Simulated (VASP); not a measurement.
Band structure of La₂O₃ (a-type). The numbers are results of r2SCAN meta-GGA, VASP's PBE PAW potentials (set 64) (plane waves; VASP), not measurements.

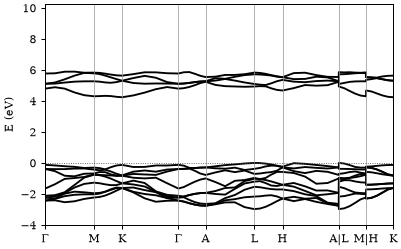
Figure. Bands along high-symmetry lines, zero at the valence-band maximum or, without a gap, the Fermi level

Q: Read the plot: is there a gap, and where are the band edges?

A: The gap is indirect, 4.24 eV, from the valence maximum at L to the conduction minimum at K.

The compound is La2O3 in the a-type structure. It was relaxed first.
